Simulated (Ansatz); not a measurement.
**C$_{3}$H$_{11}$BSi: density, localisation and related maps**

```yaml
atoms:
  - { symbol: C, position_ang: [-0.1437, -0.5330, 0.9781] }
  - { symbol: C, position_ang: [1.7850, 0.5285, -0.6273] }
  - { symbol: C, position_ang: [-0.8330, 0.7894, -1.3092] }
  - { symbol: B, position_ang: [0.2606, 0.2774, -0.3127] }
  - { symbol: Si, position_ang: [-1.2860, -0.6119, -2.5037] }
  - { symbol: H, position_ang: [-1.2026, -0.4550, 1.2696] }
  - { symbol: H, position_ang: [0.4912, -0.2811, 1.8449] }
  - { symbol: H, position_ang: [0.0603, -1.6026, 0.7701] }
  - { symbol: H, position_ang: [2.0125, 0.6415, -1.6995] }
  - { symbol: H, position_ang: [2.0373, 1.4998, -0.1544] }
  - { symbol: H, position_ang: [2.4675, -0.2146, -0.1843] }
  - { symbol: H, position_ang: [-0.4916, 1.6257, -1.9432] }
  - { symbol: H, position_ang: [-1.7774, 1.0692, -0.8114] }
  - { symbol: H, position_ang: [-0.0791, -1.0783, -3.2487] }
  - { symbol: H, position_ang: [-2.3002, -0.1478, -3.4962] }
  - { symbol: H, position_ang: [-1.8531, -1.7744, -1.7586] }
```

Geometry: B3LYP-D3(BJ)/def2-SVP.

Theory: isolated molecule in a Gaussian basis; Kohn-Sham density functional theory, functional PBE0 (Ansatz 0.2.0).

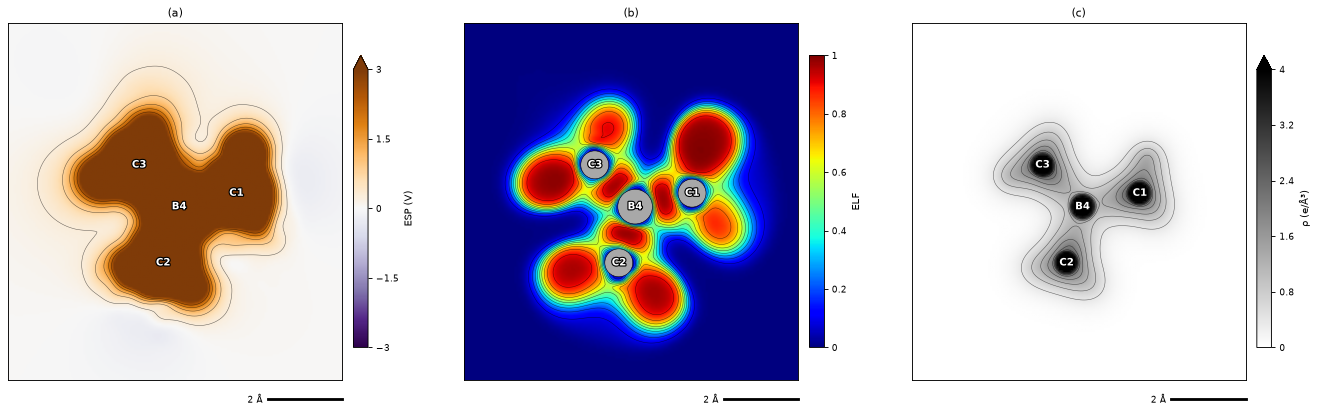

Figure 1. (a) electrostatic potential; (b) ELF; (c) total electron density on the plane of atoms C1, B4 and C3. Grey discs cover the atomic cores in the ELF map.

Q: What do the fields say about this system?

A: Atoms in the plane: C and B.
C–B (1.57 Å): ρ is about 1.4 e/Å³ halfway; the ELF peaks at about 0.95 between the atoms, as expected for a covalent bond.
The potential has no marked negative region in this plane.

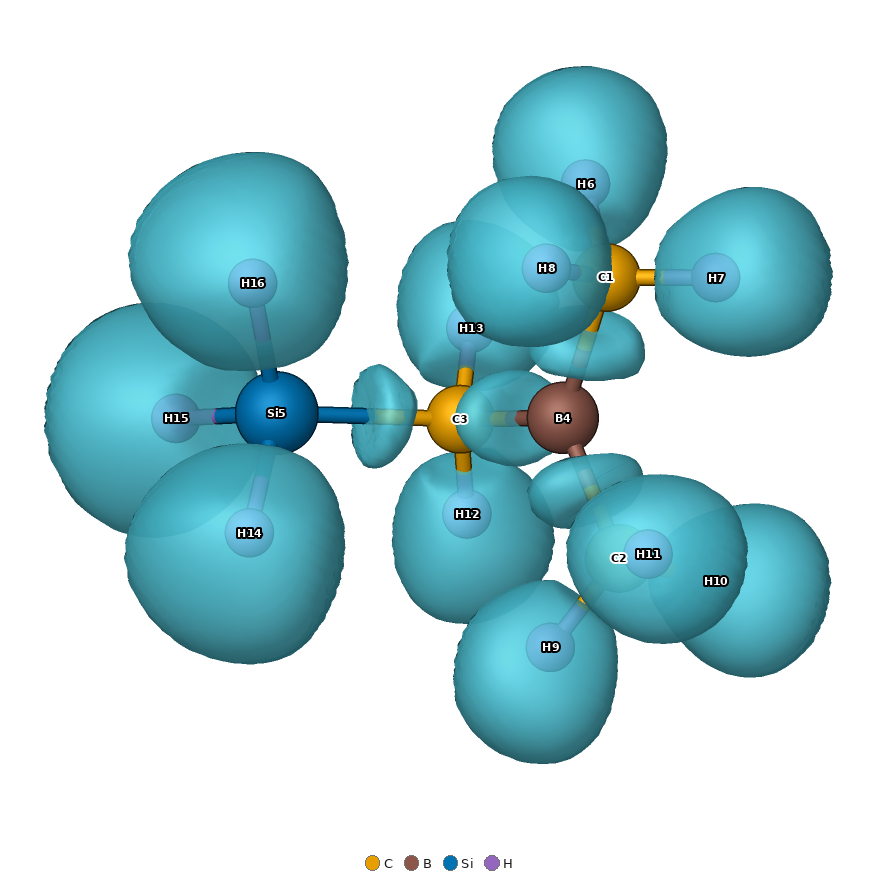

Figure 2. Isosurface of the ELF at 0.85 (cyan), seen at a tilt. Only the valence region is drawn (cores and ρ < 0.01 e/Å³ removed).

Q: Identify the bonds, lone pairs and shells in this picture.

A: The ELF exceeds this value in three regions between bonded B–C atoms (shared pairs), one region between bonded C–Si atoms (shared pairs) and eleven regions around hydrogen nuclei.


 C–Si (1.90 Å): the ELF peaks at about 0.95 between the atoms, as expected for a shared electron pair.

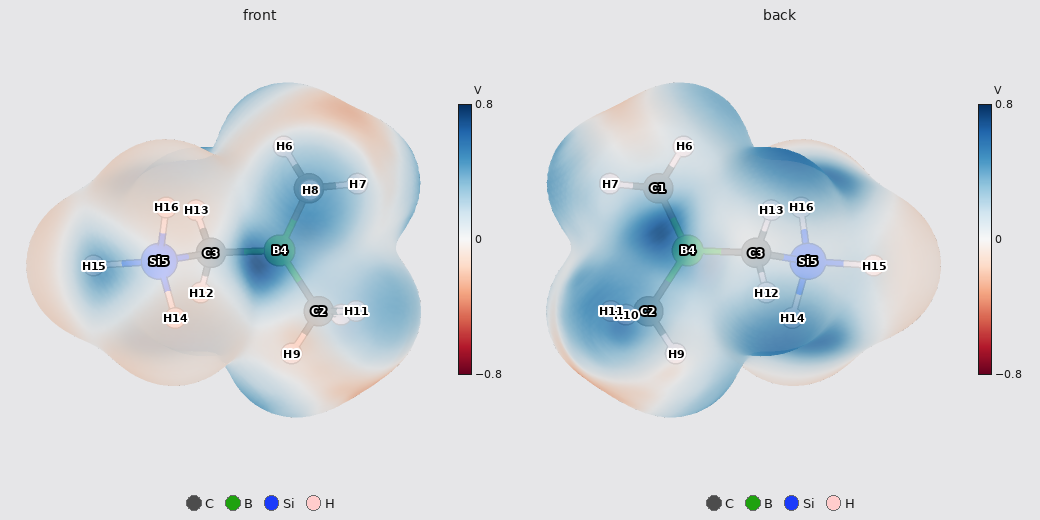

Figure 3. The molecular electrostatic potential painted on the density surface at 0.001 e/bohr³, seen from the front and from behind; red is negative and blue positive.

Q: Which sites attract a positive test charge, and which a negative one?

A: A positive charge is drawn to the negative regions and a negative charge to the positive ones. The most negative region (about −0.2 V) lies over C1 and C2, the most positive (about +0.7 V, or +16 kcal/mol for a unit charge) over B4 and Si5.

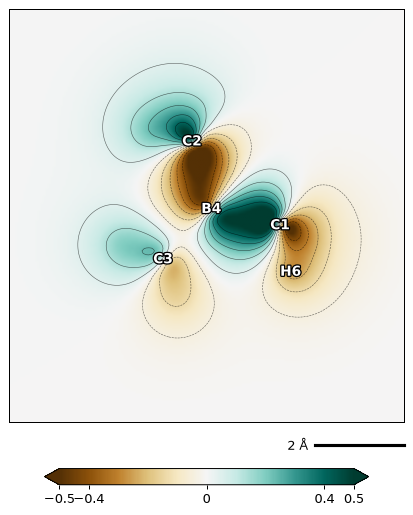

Figure 4. The HOMO−1 on the plane of atoms C2, B4 and C3 (values in Å⁻³ᐟ²; the overall sign is arbitrary).

Q: Where does this orbital lie, and at what energy?

A: Its weight (Hirshfeld) is mainly on C1 (about 25 %), C2 (about 25 %) and B4 (about 20 %). Its energy is −8.64 eV.
